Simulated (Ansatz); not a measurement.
System: C5H11Ga (SMILES [CH3][GaH][CH]=C(C)C).

```yaml
atoms:
  - { symbol: C, position_ang: [1.7271, 2.6400, 0.4838] }
  - { symbol: C, position_ang: [0.8901, -0.6335, -0.3517] }
  - { symbol: C, position_ang: [0.8239, -1.2261, 0.8679] }
  - { symbol: C, position_ang: [0.4833, -2.6826, 1.0315] }
  - { symbol: C, position_ang: [1.0777, -0.5092, 2.1640] }
  - { symbol: Ga, position_ang: [1.3042, 1.2126, -0.8089] }
  - { symbol: H, position_ang: [2.6162, 2.3795, 1.0834] }
  - { symbol: H, position_ang: [1.9232, 3.5988, -0.0192] }
  - { symbol: H, position_ang: [0.8970, 2.7890, 1.1951] }
  - { symbol: H, position_ang: [1.2919, 1.5542, -2.3452] }
  - { symbol: H, position_ang: [0.6762, -1.2991, -1.2025] }
  - { symbol: H, position_ang: [1.2960, -3.2170, 1.5552] }
  - { symbol: H, position_ang: [0.3041, -3.1778, 0.0669] }
  - { symbol: H, position_ang: [-0.4159, -2.8044, 1.6614] }
  - { symbol: H, position_ang: [1.9051, -0.9889, 2.7164] }
  - { symbol: H, position_ang: [0.1938, -0.5766, 2.8229] }
  - { symbol: H, position_ang: [1.3240, 0.5503, 2.0211] }
```

Geometry: r2SCAN-D4/def2-SVP.

Theory: isolated molecule in a Gaussian basis; Kohn-Sham density functional theory, functional PBE0 in Ansatz.

**Predict the electron density and electron localisation function between the atoms.**

C–C (1.36 Å): ρ is about 2.2 e/Å³ halfway; the ELF peaks at about 0.95 between the atoms, as expected for localised, covalent bonding.
C–Ga (1.95 Å): ρ is about 0.81 e/Å³ halfway; the ELF peaks at about 0.95 in the valence shell of C, 0.7 Å from its nucleus, and is about 0.55 at the midpoint.
C–H (1.10 Å): ρ at the midpoint is about 1.9 e/Å³; the ELF climbs to about 1 towards the hydrogen, as it does in any bond to H; a covalent bond by its length.
C–C (1.50 Å): the density is about 1.7 e/Å³ at the midpoint; the ELF peaks at about 0.95 between the atoms: localised, covalent bonding.

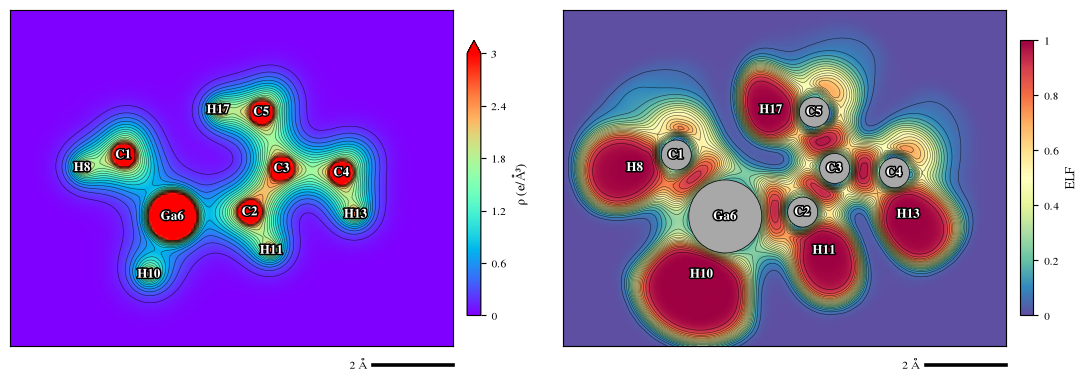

Computed electron density and electron localisation function on the plane of atoms C3, C4 and H13, in this order. Grey discs cover the atomic cores in the ELF map. 
